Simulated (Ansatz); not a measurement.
H4SSi···H2O

```csv
atom,x (Å),y (Å),z (Å)
Si,-1.1326,-0.0461,-0.1813
O,1.5344,-0.3704,1.4294
H,-0.8448,-1.4596,0.1773
H,-2.4251,0.0061,-0.9295
H,-1.2265,0.8398,1.0073
H,1.7428,-0.1917,0.4984
S,0.4236,0.8204,-1.4249
H,1.6071,0.5069,1.8289
H,0.3211,-0.1054,-2.4055
```

The calculation used RKS r2SCAN/def2-SVP (Ansatz).

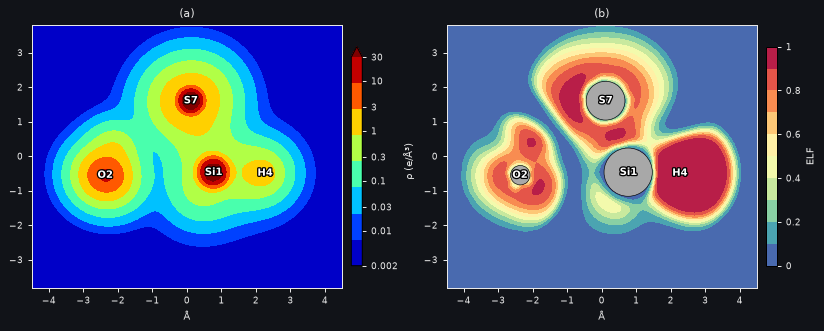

Figure 1. (a) total electron density; (b) ELF on the plane of atoms H4, Si1 and S7. Grey discs cover the atomic cores in the ELF map.

Q: Read the bonding off the picture.

A: The section cuts through Si, O, H and S sites. Si–S (2.17 Å): ρ is about 0.76 e/Å³ halfway, with its minimum of 0.59 e/Å³ about 0.8 Å from Si; the ELF peaks at about 0.90 between the atoms, as expected for a covalent bond. Si–H (1.49 Å): the density is about 0.76 e/Å³ at the midpoint; the ELF climbs to about 1 towards the hydrogen, as it does in any bond to H. The ELF also peaks beside S7, away from the bonds: lone-pair regions.

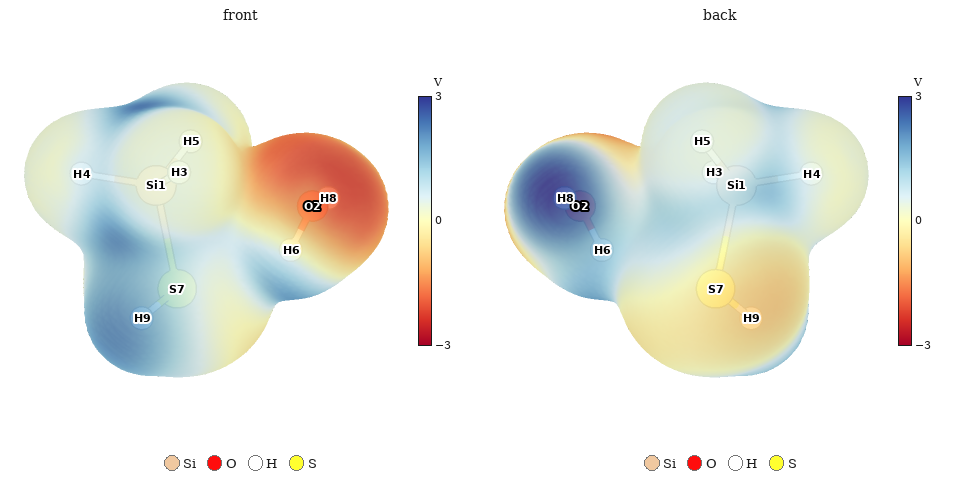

Figure 2. The electrostatic potential painted on the density surface at 0.004 e/bohr³, seen from the front and from behind; the colour scale runs from red (negative) to blue (positive).

Q: Which sites attract a positive test charge, and which a negative one?

A: A positive charge is drawn to the negative regions and a negative charge to the positive ones. The most negative region (about −2.0 V) lies over O2, the most positive (about +2.8 V) over H8. O2 is the likeliest acceptor of a hydrogen bond.

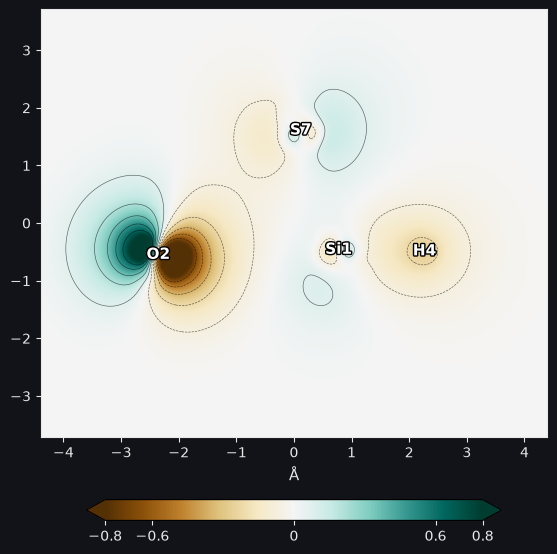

Figure 3. The HOMO−1 on the plane of atoms H4, Si1 and S7 (values in Å⁻³ᐟ²; the overall sign is arbitrary).

Q: Describe this orbital and give its energy.

A: Its weight (Hirshfeld) is mainly on O2 (about 75 %); largely a lone pair of O2. Its energy is −7.02 eV.
